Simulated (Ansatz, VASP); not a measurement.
## Cross-check of CrO2 between VASP and Ansatz

Aim: how closely do two programs agree when they are given the same cell, functional and k mesh?

Method: plane waves, with VASP 6.6.1 beside it; single point at PBE, in Ansatz 0.2.0.

## 1. Starting point

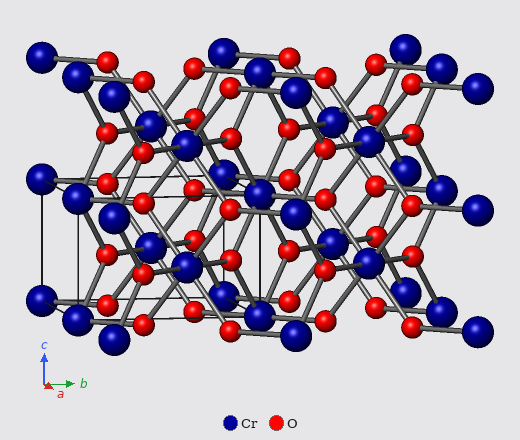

Start, viewed slightly off an axis; chromium blue, oxygen red. 2×2×2 cells are drawn. Some periodic images of atoms are drawn too.

As a file:

```xyz
6
Lattice="4.4210 0.0000 0.0000 0.0000 4.4210 0.0000 0.0000 0.0000 2.9170" Properties=species:S:1:pos:R:3 pbc="T T T"
Cr    2.2105    2.2105    1.4585
Cr    0.0000    0.0000    0.0000
O     3.5412    0.8798    1.4585
O     3.0903    3.0903    0.0000
O     0.8798    3.5412    1.4585
O     1.3307    1.3307    0.0000
```

## 2. VASP: single point, PBE

With cell and atoms fixed, the geometry can't cause a difference; cores, projectors, grids and the points listed under the comparison can.

Lines of VASP's logs that name or quote its potential files are left out, and so is its time.

INCAR

```
SYSTEM = CrO2
PREC = Accurate
ENCUT = 520
EDIFF = 1E-06
NELM = 100
ISMEAR = -1
SIGMA = 0.05
LREAL = .FALSE.
ALGO = Normal
GGA = PE
NBANDS = 33
ISPIN = 2
MAGMOM = 3 3 0 0 0 0
LMAXMIX = 4
LORBIT = 11
LWAVE = .FALSE.
LCHARG = .FALSE.
KPAR = 2
ISIF = 2
```

POSCAR

```
CrO2
1.0
    4.4210000000      0.0000000000      0.0000000000
    0.0000000000      4.4210000000      0.0000000000
    0.0000000000      0.0000000000      2.9170000000
Cr O
2 4
Direct
    0.5000000000      0.5000000000      0.5000000000
    0.0000000000      0.0000000000      0.0000000000
    0.8010000000      0.1990000000      0.5000000000
    0.6990000000      0.6990000000      0.0000000000
    0.1990000000      0.8010000000      0.5000000000
    0.3010000000      0.3010000000      0.0000000000
```

KPOINTS

```
Automatic mesh
0
Gamma
6 6 9
0 0 0
```

PAW data sets: Cr_pv and O (PBE family, release 64).

On the command line:

```
mpirun -np 2 vasp_std
```

Numbers of over 12 decimals in the logs are rounded to 6 here.

What it wrote:

```text
[banner, memory and clock lines left out]
running    2 mpi-ranks, on    1 nodes
 distrk:  each k-point on    1 cores,    2 groups
 distr:  one band on    1 cores,    1 groups

 POSCAR found type information on POSCAR CrO
 POSCAR found :  2 types and       6 ions
 LDA part: xc-table for (Slater+PW92), standard interpolation
 POSCAR, INCAR and KPOINTS ok, starting setup
 FFT: planning ... GRIDC
 FFT: planning ... GRID_SOFT
 FFT: planning ... GRID
 WAVECAR not read
 entering main loop
       N       E                     dE             d eps       ncg     rms          rms(c)
DAV:   1     0.596690278110E+03    0.59669E+03   -0.26715E+04  6600   0.165E+03
DAV:   2    -0.128374832095E+02   -0.60953E+03   -0.56177E+03  7348   0.488E+02
DAV:   3    -0.649022256021E+02   -0.52065E+02   -0.51238E+02  6928   0.155E+02
DAV:   4    -0.659871825351E+02   -0.10850E+01   -0.10810E+01  7725   0.223E+01
DAV:   5    -0.660157917622E+02   -0.28609E-01   -0.28599E-01  8412   0.324E+00    0.423E+01
DAV:   6    -0.577855572614E+02    0.82302E+01   -0.90248E+01  7669   0.919E+01    0.387E+01
DAV:   7    -0.528430918694E+02    0.49425E+01   -0.63403E+01  7287   0.946E+01    0.191E+01
DAV:   8    -0.508759361456E+02    0.19672E+01   -0.57659E+00  7037   0.208E+01    0.837E+00
DAV:   9    -0.502211009018E+02    0.65484E+00   -0.13160E+00  8500   0.127E+01    0.249E+00
DAV:  10    -0.502487806575E+02   -0.27680E-01   -0.22046E-01  7300   0.347E+00    0.159E+00
DAV:  11    -0.502501485906E+02   -0.13679E-02   -0.32802E-02  8004   0.193E+00    0.798E-01
DAV:  12    -0.502463858725E+02    0.37627E-02   -0.98552E-03  9000   0.893E-01    0.342E-01
DAV:  13    -0.502460516047E+02    0.33427E-03   -0.92462E-04  7766   0.330E-01    0.161E-01
DAV:  14    -0.502459561999E+02    0.95405E-04   -0.35658E-04  7545   0.199E-01    0.502E-02
DAV:  15    -0.502459522218E+02    0.39781E-05   -0.91419E-05  7771   0.883E-02    0.257E-02
DAV:  16    -0.502459483329E+02    0.38890E-05   -0.14752E-05  8106   0.381E-02    0.132E-02
DAV:  17    -0.502459482205E+02    0.11234E-06   -0.45847E-06  6323   0.130E-02
   1 F= -.50245948E+02 E0= -.50239998E+02  d E =-.119004E-01  mag=     4.0000
```

From OUTCAR (step 2):

```text
ion  position               nearest neighbor table
   1  0.500  0.500  0.500-   3 1.88   5 1.88   4 1.92   6 1.92   4 1.92   6 1.92
   2  0.000  0.000  0.000-   4 1.88   6 1.88   5 1.92   3 1.92   3 1.92   5 1.92
   3  0.801  0.199  0.500-   1 1.88   2 1.92   2 1.92
   4  0.699  0.699  0.000-   2 1.88   1 1.92   1 1.92
   5  0.199  0.801  0.500-   1 1.88   2 1.92   2 1.92
   6  0.301  0.301  0.000-   2 1.88   1 1.92   1 1.92

  LATTYP: Found a simple tetragonal cell.
 ALAT       =     4.4210000000
 C/A-ratio  =     0.6598054739

 Subroutine GETGRP returns: Found 16 space group operations
 (whereof  8 operations were pure point group operations)

The static configuration has the point symmetry D_2h.
 The point group associated with its full space group is D_4h.

 Found     50 irreducible k-points:

   k-points           NKPTS =     50   k-points in BZ     NKDIM =     50   number of bands    NBANDS=     33

   dimension x,y,z NGX =    36 NGY =   36 NGZ =   24
   dimension x,y,z NGXF=    72 NGYF=   72 NGZF=   48

   ENCUT  =  520.0 eV  38.22 Ry    6.18 a.u.   8.22  8.22  5.42*2*pi/ulx,y,z

   NELECT =      48.0000    total number of electrons

 k-points in reciprocal lattice and weights: Automatic mesh
   0.00000000  0.00000000  0.00000000       0.003
   0.16666667  0.00000000  0.00000000       0.012
   0.33333333  0.00000000  0.00000000       0.012
   0.50000000  0.00000000  0.00000000       0.006
   0.16666667  0.16666667  0.00000000       0.012
   0.33333333  0.16666667  0.00000000       0.025
   0.50000000  0.16666667  0.00000000       0.012
   0.33333333  0.33333333  0.00000000       0.012
   0.50000000  0.33333333  0.00000000       0.012
[...]
0.50000000  0.33333333  0.44444444       0.025
   0.50000000  0.50000000  0.44444444       0.006

 average (electrostatic) potential at core
       1 -71.8192       2 -71.8192       3 -69.7760       4 -69.7760       5 -69.7760
       6 -69.7760

 E-fermi :   5.7062

 spin component 1
 k-point     1 :       0.0000    0.0000    0.0000
  band No.  band energies     occupation
    ...
     23       4.4561      1.00000
     24       4.5406      1.00000
     25       4.5586      1.00000
     26       4.5586      1.00000
     27       5.0541      1.00000
     28       6.7670      0.00000
     29       6.8857      0.00000
     30       9.3048      0.00000
     31       9.3048      0.00000
     32      10.3612      0.00000
    ...

 k-point     2 :       0.1667    0.0000    0.0000
  band No.  band energies     occupation
    ...
     23       4.7343      1.00000
     24       4.7921      1.00000
     25       4.8597      1.00000
     26       4.9945      1.00000
     27       5.1149      0.99999
     28       6.7666      0.00000
     29       7.1604      0.00000
     30       9.2089      0.00000
     31       9.2402      0.00000
     32      10.2293      0.00000
    ...

 k-point     3 :       0.3333    0.0000    0.0000
  band No.  band energies     occupation
    ...
     23       4.7180      1.00000
     24       4.9664      1.00000
     25       5.1190      0.99999
     26       5.3952      0.99801
     27       5.5406      0.96481
     28       6.4510      0.00000
     29       8.0356      0.00000
     30       9.0266      0.00000
     31       9.0868      0.00000
     32       9.7495      0.00000
    ...

 k-point     4 :       0.5000    0.0000    0.0000
  band No.  band energies     occupation
    ...
     22       4.0904      1.00000
     23       4.9027      1.00000
     24       4.9027      1.00000
     25       5.4257      0.99635
     26       5.4257      0.99635
     27       6.0164      0.00201
     28       6.0164      0.00201
     29       8.9689      0.00000
     30       8.9689      0.00000
     31       8.9773      0.00000
    ...

 k-point     5 :       0.1667    0.1667    0.0000
  band No.  band energies     occupation
    ...
     23       4.5643      1.00000
     24       4.7170      1.00000
     25       4.9322      1.00000
     26       5.3068      0.99966
     27       5.4158      0.99700
     28       6.7174      0.00000
     29       7.3679      0.00000
     30       9.0560      0.00000
     31       9.2992      0.00000
     32      10.0623      0.00000
    ...

 k-point     6 :       0.3333    0.1667    0.0000
  band No.  band energies     occupation
    ...
     22       4.2240      1.00000
     23       4.5629      1.00000
     24       4.8202      1.00000
     25       4.9530      1.00000
     26       5.4615      0.99257
     27       5.8308      0.07647
     28       6.5269      0.00000
     29       8.0075      0.00000
     30       8.9640      0.00000
     31       9.2192      0.00000
    ...

  Total        1.1965052      1.1965052      0.7814510     -0.0000000      0.0000000      0.0000000
  in kB       33.6238704     33.6238704     21.9601278     -0.0000000      0.0000000      0.0000000
  external PRESSURE =      29.7359562 kB  Pullay stress =       0.0000000 kB

  energy-cutoff  :      520.00
  volume of cell :       57.01
      direct lattice vectors                 reciprocal lattice vectors
     4.421000000  0.000000000  0.000000000     0.226193169  0.000000000  0.000000000
     0.000000000  4.421000000  0.000000000     0.000000000  0.226193169  0.000000000
     0.000000000  0.000000000  2.917000000     0.000000000  0.000000000  0.342817964

 POSITION                                       TOTAL-FORCE (eV/Angst)
 -----------------------------------------------------------------------------------
      2.21050      2.21050      1.45850         0.000000     -0.000000      0.000000
      0.00000      0.00000      0.00000         0.000000     -0.000000      0.000000
      3.54122      0.87978      1.45850         0.190726     -0.190726      0.000000
      3.09028      3.09028      0.00000        -0.190726     -0.190726      0.000000
      0.87978      3.54122      1.45850        -0.190726      0.190726      0.000000
      1.33072      1.33072      0.00000         0.190726      0.190726      0.000000
 -----------------------------------------------------------------------------------
    total drift:                                0.000000      0.000000      0.000000

  FREE ENERGIE OF THE ION-ELECTRON SYSTEM (eV)
  ---------------------------------------------------
  free  energy   TOTEN  =       -50.2459482205 eV

  energy  without entropy=      -50.2340478008  energy(sigma->0) =      -50.23999801

 total charge
# of ion       s       p       d       tot
------------------------------------------
    1        0.366   6.463   4.030  10.860
    2        0.366   6.463   4.030  10.860
    3        1.572   3.463   0.000   5.035
    4        1.572   3.463   0.000   5.035
    5        1.572   3.463   0.000   5.035
    6        1.572   3.463   0.000   5.035
--------------------------------------------------
tot          7.021  26.778   8.060  41.859

 magnetization (x)
# of ion       s       p       d       tot
------------------------------------------
    1        0.024   0.031   2.049   2.105
    2        0.024   0.031   2.049   2.105
    3       -0.003  -0.075   0.000  -0.078
    4       -0.003  -0.075   0.000  -0.078
    5       -0.003  -0.075   0.000  -0.078
    6       -0.003  -0.075   0.000  -0.078
--------------------------------------------------
tot          0.038  -0.238   4.098   3.898

[... 6 further parts left out ...]
```

The run ends at a pressure of 2.97 GPa, with forces up to 0.27 eV/Å.

## 3. Ansatz: single point, PBE

Ansatz runs on its default PAW (the set named soft_2) files.

The same cell, functional, mesh and smearing now go to Ansatz, which takes its cutoff from its data sets.

input.yaml

```yaml
crystal:
  lattice:
    - [4.421, 0.0, 0.0]
    - [0.0, 4.421, 0.0]
    - [0.0, 0.0, 2.917]
  atoms:
    - { symbol: Cr, position: [0.5, 0.5, 0.5], spin: 3.0 }
    - { symbol: Cr, position: [0.0, 0.0, 0.0], spin: 3.0 }
    - { symbol: O, position: [0.801, 0.199, 0.5] }
    - { symbol: O, position: [0.699, 0.699, 0.0] }
    - { symbol: O, position: [0.199, 0.801, 0.5] }
    - { symbol: O, position: [0.301, 0.301, 0.0] }
hamiltonian:
  xc: pbe
  pseudopotentials: { kind: paw }
magnetization:
  spin_polarized: true
kpoints:
  mp_grid: { grid: [6, 6, 9] }
scf:
  occupations: { method: fermi_dirac, width: 0.05 }
  n_extra_bands: 10
output:
  forces: true
  stress: true
  eigenvalues: true
  write_density: true
  write_potential: true
  elf: true
  volumetric_format: npy
```

On the command line:

```
ansatz run input.yaml --threads 4 --pin off --max-ram 9216MiB --backend cpu --events-out ev --progress --plain --runs-dir out
```

What it wrote:

```text
scf.n_extra_bands = 10 over 26 filled bands (N_el = 52.0): the run solves 36 bands
Engine: ansatz 0.2.0, aarch64-unknown-linux-gnu
Pseudopotentials: kind: paw
Pseudopotential: Cr, paw, valence charge 14, recommended cutoff 420 eV (normal), Cr.paw.azcp
Pseudopotential: O, paw, valence charge 6, recommended cutoff 420 eV (normal), O.paw.azcp
Functional definition: PBE
  parameter kappa = 0.804
  parameter beta = 0.066725
  exchange = pbe_x(kappa = kappa, mu = beta*pi^2/3)
  correlation = pbe_c(beta = beta)
Crystal: 6 atoms, lattice volume = 57.013 Å³
Basis set: ecut = 420 eV, 1121 PW (Γ), exchange–correlation on 60×60×40 points (8 copies of the dense FFT grid, shifted against one another)
Bands: 36, of which v1, the nominal top of the filled ones, is band 26 counted from 1 (25 counted from 0)
Symmetry: 16 space group operations
Space group: P42/mnm (ITA 136), of the structure as read, at distance tolerance 3.8e-5 Å
Magnetic group: BNS 136.495 (UNI 1155), of the structure as read, at distance tolerance 3.8e-5 Å
k-points: 50 of 324
Non-local potential: Cr, projectors of the file, l = 0: 3, l = 1: 2, l = 2: 3, l = 3: 1
Non-local potential: O, projectors of the file, l = 0: 2, l = 1: 2, l = 2: 1
PAW form: soft (Blöchl's): semilocal exchange-correlation on the pseudo side does not see the compensation charge
PAW one-centre angular grid: Cr, 590 points (default); XC on 64 Gauss nodes
PAW one-centre angular grid: O, 110 points (default); XC on 64 Gauss nodes
Initial density: superposition of atomic densities (chi_scale 0.1, normalization cell, long waves kept (reshape's long-wave potential 0.00 eV rms))
Starting moments: Σ|m| = 6 μB on 2 of 6 sites
Initial wavefunctions: pseudopotential atomic-orbital guess
Functional: x = pbe(κ = 0.804, μ = 0.219515), c = pbe(β = 0.066725)
SCF iter   1: F=—  HF=-9027.574130 eV  |F-HF|=—  |Δ(HF+E_count)|=         —  Δρ=6.08e-2 (↑6.08e-2 ↓3.98e-2)  dr2=2.88e0  dr2_m=6.28e-1  M=4.000 μB ∫|m|=4.446 μB  β_m=0.30  ethr=3.10e-3  ⟨swp⟩=5.3  Hψ=11706  notcnv=0  defer=27
Mixer restart at iter 1: flushing history
preconditioner: auto → Kerker (q_TF=auto, 2.687 Å⁻¹)  [metal: Δε(μ)=0.014 eV  Ē_g=11.566 eV  σ=0.050 eV  W_gap=0.07  n_scr=18 (ndim 8)  ℏωp=29.5 eV  f_vac=0.000  D(μ)=1.77/eV (n_scr^D=10)]
spin=Collinear: Kerker preconditioning applied to the charge; magnetization (m = ρ↑ − ρ↓) channel mixes plain (no charge-response kernel on spin).
SCF iter   2: F=—  HF=-9027.038177 eV  |F-HF|=—  |Δ(HF+E_count)|=   5.36e-1  Δρ=3.72e-2 (↑3.72e-2 ↓2.67e-2)  dr2=8.73e-1  dr2_m=2.76e-1  M=4.000 μB ∫|m|=4.522 μB  β_m=0.50  ethr=3.10e-3  ⟨swp⟩=2.1  Hψ=5457  notcnv=0  defer=191
SCF iter   3: F=—  HF=-9026.782860 eV  |F-HF|=—  |Δ(HF+E_count)|=   2.55e-1  Δρ=1.10e-2 (↑1.10e-2 ↓9.46e-3)  dr2=8.98e-2  dr2_m=1.73e-2  M=4.000 μB ∫|m|=4.588 μB  β_m=0.63  ethr=1.68e-3  ⟨swp⟩=2.3  Hψ=5666  notcnv=0  defer=191
SCF iter   4: F=—  HF=-9026.782750 eV  |F-HF|=—  |Δ(HF+E_count)|=   1.10e-4  Δρ=2.91e-3 (↑2.91e-3 ↓2.16e-3)  dr2=8.70e-3  dr2_m=1.09e-3  M=4.000 μB ∫|m|=4.617 μB  β_m=0.82  ethr=1.73e-4  ⟨swp⟩=3.0  Hψ=7288  notcnv=0  defer=191
SCF iter   5: F=—  HF=-9026.787610 eV  |F-HF|=—  |Δ(HF+E_count)|=   4.86e-3  Δρ=8.14e-4 (↑8.14e-4 ↓7.67e-4)  dr2=2.14e-3  dr2_m=5.90e-6  M=4.000 μB ∫|m|=4.619 μB  β_m=0.91  ethr=1.67e-5  ⟨swp⟩=2.2  Hψ=5822  notcnv=0  defer=191
SCF iter   6: F=—  HF=-9026.787989 eV  |F-HF|=—  |Δ(HF+E_count)|=   3.79e-4  Δρ=4.33e-4 (↑4.33e-4 ↓3.78e-4)  dr2=3.63e-4  dr2_m=3.62e-6  M=4.000 μB ∫|m|=4.617 μB  β_m=0.95  ethr=4.11e-6  ⟨swp⟩=2.5  Hψ=5264  notcnv=0  defer=191
SCF iter   7: F=—  HF=-9026.788148 eV  |F-HF|=—  |Δ(HF+E_count)|=   1.58e-4  Δρ=3.21e-4 (↑3.21e-4 ↓1.72e-4)  dr2=1.10e-4  dr2_m=3.86e-6  M=4.000 μB ∫|m|=4.615 μB  β_m=0.98  ethr=6.98e-7  ⟨swp⟩=2.0  Hψ=5215  notcnv=0  defer=191
SCF iter   8: F=—  HF=-9026.788153 eV  |F-HF|=—  |Δ(HF+E_count)|=   5.51e-6  Δρ=9.68e-5 (↑9.68e-5 ↓7.28e-5)  dr2=1.54e-5  dr2_m=1.49e-7  M=4.000 μB ∫|m|=4.616 μB  β_m=0.99  ethr=2.11e-7  ⟨swp⟩=2.7  Hψ=6365  notcnv=0  defer=191
SCF iter   9: F=—  HF=-9026.788560 eV  |F-HF|=—  |Δ(HF+E_count)|=   4.07e-4  Δρ=2.47e-5 (↑2.47e-5 ↓2.21e-5)  dr2=1.21e-6  dr2_m=9.85e-9  M=4.000 μB ∫|m|=4.615 μB  β_m=0.99  ethr=2.97e-8  ⟨swp⟩=2.4  Hψ=5401  notcnv=0  defer=191
SCF iter  10: F=—  HF=-9026.788560 eV  |F-HF|=—  |Δ(HF+E_count)|=   1.82e-7  Δρ=2.96e-6 (↑2.96e-6 ↓2.46e-6)  dr2=1.24e-8  dr2_m=2.84e-10  M=4.000 μB ∫|m|=4.615 μB  β_m=1.00  ethr=2.32e-9  ⟨swp⟩=2.2  Hψ=4985  notcnv=0  defer=191
SCF iter  11: F=-9026.788560 eV  HF=-9026.788560 eV  |F-HF|=6.78e-10  |Δ(HF+E_count)|=   1.10e-8  Δρ=6.63e-7 (↑6.04e-7 ↓6.63e-7)  dr2=5.87e-10  dr2_m=7.54e-12  M=4.000 μB ∫|m|=4.615 μB  ethr=2.39e-11  ⟨swp⟩=10.2  Hψ=19529  notcnv=0
SCF 1 converged in 11 iterations: F = -9026.788560 eV  dr2 = 5.87e-10
  greatest PAW one-centre occupation: 1.000 electrons in one spin orbital (limit 2), on the Cr atom at site 1 (counted from 0), in its partial waves of l = 0
SCF converged after 11 iterations
Magnetization: 4.0000 μB (28.0000 up, 24.0000 down)
Absolute magnetization: 4.6156 μB (∫|ρ↑−ρ↓|, with the PAW one-centre terms)
Spin contamination: 0.1112 ħ² per cell (⟨S²⟩ above its minimum at these occupations)
Per-site moments (μB) at R_I (Å): [(1.724456, 0.776294), (1.724456, 0.776294), (-0.063851, 0.776294), (-0.063851, 0.776294), (-0.063851, 0.776294), (-0.063851, 0.776294)]
Free energy (F): -9026.788560 eV
Harris-Foulkes:  -9026.788560 eV  (|F-HF|=6.78e-10)
Internal energy: -9026.777541 eV  (E = F + TS)
E sigma→0 (E₀):  -9026.783050 eV
Entropy (-TS):   -0.011020 eV (-1.837 meV/atom)
Fermi energy:    10.789752 eV
--- Per-component energies (eV) ---
  E_band       = -504.224922
  E_kinetic    = 1377.252432
  E_local      = -4410.706941  (includes V_loc(G=0)·N_el)
  E_nonlocal   = 345.781418
  E_hartree    = 1761.768914
  E_xc         = -571.860659
  E_vxc        = -729.497221  (∫ρ·V_xc dr)
  E_paw        = -3016.881170  (= ΣΔE_a)
  E_vpaw       = -610.603739  (= ΣTr[D̂ρ^β])
  E_aug_tail   = 0.010918  (compensation charges beyond the density's cutoff)
  E_ewald      = -4512.142452
  E_smearing   = -0.011020  (= −TS)
  E_closure    = 0.000000  (closes the sum)
  Σ components = -9026.788560   (vs F -9026.788560, Δ=0.00e0)
--- Forces (eV/Å), atoms counted from 1 ---
  atom   1  Cr     0.00000000     0.00000000     0.00000000
  atom   2  Cr     0.00000000    -0.00000000     0.00000000
  atom   3  O      0.19568186    -0.19568186     0.00000000
  atom   4  O     -0.19568186    -0.19568186     0.00000000
  atom   5  O     -0.19568186     0.19568186     0.00000000
  atom   6  O      0.19568186     0.19568186     0.00000000
  max |Σ_I F_I| component: 5.55e-17 eV/Å
--- Stress (GPa, compression-positive) ---
        2.726807       0.000000       0.000000
        0.000000       2.726807       0.000000
        0.000000       0.000000       1.672419
  P = ⅓ Tr σ = 2.3753 GPa (23.753 kbar)
--- Band table (eV; the first three rows and the last of 100) ---
  k-point 0 ↑: bands = [... 22 lower, 9.5282, 9.5354, 9.5354, 9.5954, 9.6456, 9.6456, 10.1299, 11.9662, ... 6 higher]
  k-point 1 ↑: bands = [... 22 lower, 8.8111, 9.5584, 9.7076, 9.7398, 9.9587, 10.2990, 10.2990, 11.9382, ... 6 higher]
  k-point 2 ↑: bands = [... 22 lower, 8.0098, 9.2115, 9.8320, 9.9156, 10.0975, 10.8826, 10.8826, 11.7385, ... 6 higher]
  k-point 49 ↓: bands = [... 22 lower, 9.0975, 9.0975, 12.1476, 12.1476, 12.7385, 12.7385, 12.9668, 12.9668, ... 6 higher]
```

Elapsed: 5.4 s, on 4 threads of Arm Neoverse V1, shared host; peak memory 0.48 GiB.

The column dr2 measures how far the density is from self-consistency, as an energy; F and HF (Harris–Foulkes) agree once it is small.

The run ends at a pressure of 2.38 GPa, with forces up to 0.28 eV/Å.

## 4. Comparison

Known differences besides the PAW data sets themselves: the data sets hold 52 valence electrons in Ansatz (default PAW (the set named soft_2) files) and 48 in VASP; the cutoff is 420 eV in Ansatz and 520 eV in VASP; VASP leaves aspherical gradient terms in its spheres out (LASPH is not set), Ansatz keeps them; site moments are counted in spheres of each program's own size. Total energies have different zeros and are not compared.

The two programs side by side:

| quantity | Ansatz | VASP | difference |
| --- | --- | --- | --- |
| pressure (GPa) | 2.38 | 2.97 | -0.60 |
| total moment (μB) | 4.00 | 4.00 | 0.00 |
| moment on Cr1 (μB) | 1.72 | 2.10 | -0.38 |
| moment on Cr2 (μB) | 1.72 | 2.10 | -0.38 |
| moment on O3 (μB) | -0.06 | -0.08 | +0.01 |
| moment on O4 (μB) | -0.06 | -0.08 | +0.01 |
| moment on O5 (μB) | -0.06 | -0.08 | +0.01 |
| moment on O6 (μB) | -0.06 | -0.08 | +0.01 |

Forces (eV/Å; atoms numbered as in POSCAR):

| atom | Ansatz x, y, z | VASP x, y, z |
| --- | --- | --- |
| Cr1 | 0.000, 0.000, 0.000 | 0.000, 0.000, 0.000 |
| Cr2 | 0.000, 0.000, 0.000 | 0.000, 0.000, 0.000 |
| O3 | 0.196, -0.196, 0.000 | 0.191, -0.191, 0.000 |
| O4 | -0.196, -0.196, 0.000 | -0.191, -0.191, 0.000 |
| O5 | -0.196, 0.196, 0.000 | -0.191, 0.191, 0.000 |
| O6 | 0.196, 0.196, 0.000 | 0.191, 0.191, 0.000 |

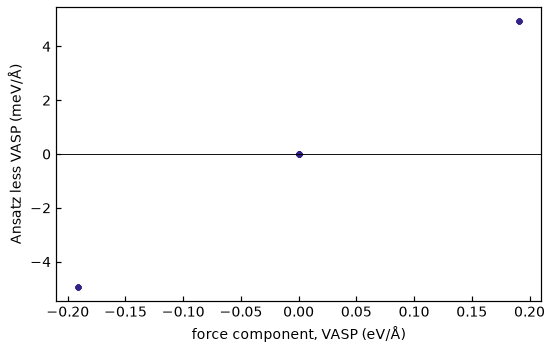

Difference of the force components against their size.

The forces differ by 3.3 meV/Å r.m.s., which is 2.6 % of the r.m.s. force of 0.13 eV/Å (both taken over all components). Ansatz's pressure holds a Pulay correction of 0.91 GPa; VASP's holds none.

## 5. Outcome

```
r.m.s. force difference (single point, PBE) : 3.3 meV/Å
difference in pressure (single point, PBE)  : -0.60 GPa
```

**Reading.** The difference in pressure is -0.60 GPa (single point, PBE), within the 1 GPa picked in this series as the mark of a large difference. Differences of this kind measure data sets and numerical settings, not the functional's error against experiment.

[Lines on the potential files, build, host, timing and source positions are cut from VASP's logs without a mark.]

[Logs are printed without paths, hosts, clocks, repeated set-up lines and the standing remarks that a program may print on its own settings, such as how far it seeks lower states.]

[Hosts, paths, dates, database ids (printed as entryN), source tags and the programs' standing remarks are cut or masked in the printed files.]
